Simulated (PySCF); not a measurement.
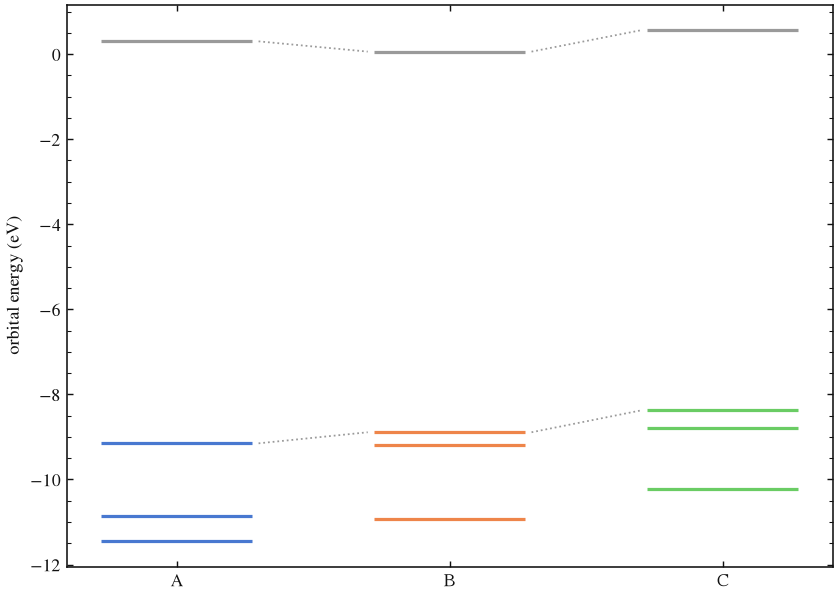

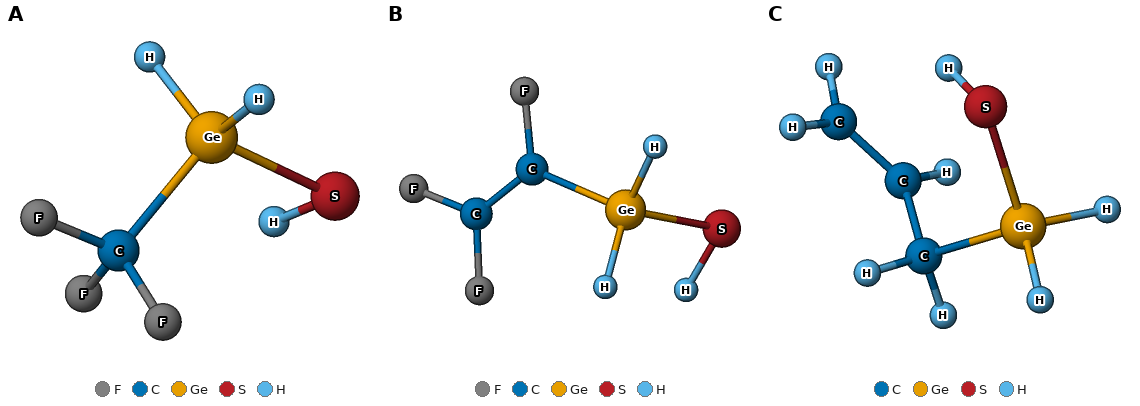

Related molecules: A is CH₃F₃GeS, SMILES F[C](F)(F)[GeH2][SH], singlet; B is C₂H₃F₃GeS, SMILES FC(F)=[C](F)[GeH2][SH], singlet; C is C₃H₈GeS, SMILES C=C[CH2][GeH2][SH], singlet. Frontier orbital energies, CAM-B3LYP/def2-SVPD with PySCF, at a PBE0-D3(BJ)/def2-SVP geometry (no frequency check); drawn are at most three filled levels and, in grey, the LUMO with any level within 0.03 eV of it; dotted lines join the HOMOs and the LUMOs.

> What does the change do to the frontier levels?

From A to B the HOMO rises by 0.26 eV and the LUMO falls by 0.24 eV, so the separation goes from 9.45 to 8.95 eV. From A to C the HOMO rises by 0.77 eV and the LUMO rises by 0.26 eV, so the separation goes from 9.45 to 8.94 eV.

> Does the ΔSCF ionisation energy follow the HOMO?

A: −ε(HOMO) 9.15, ΔSCF 10.13 eV; B: −ε(HOMO) 8.89, ΔSCF 9.74 eV; C: −ε(HOMO) 8.38, ΔSCF 9.16 eV.

Caveats, for all or some of the runs: empty levels above zero depend strongly on the basis; one conformer of a flexible molecule.
